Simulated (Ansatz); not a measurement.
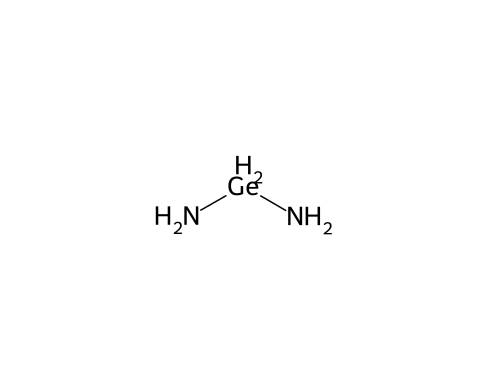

Source: calculation with Ansatz.

Skeletal drawing of a molecule.

Q: Write the SMILES.

A: [NH2][GeH2][NH2]

Q: Give the formula, hydrogens included.

A: GeH6N2.

Q: An optimisation with PBE-D4/def2-SVP gave a structure of which point group?

A: C2.
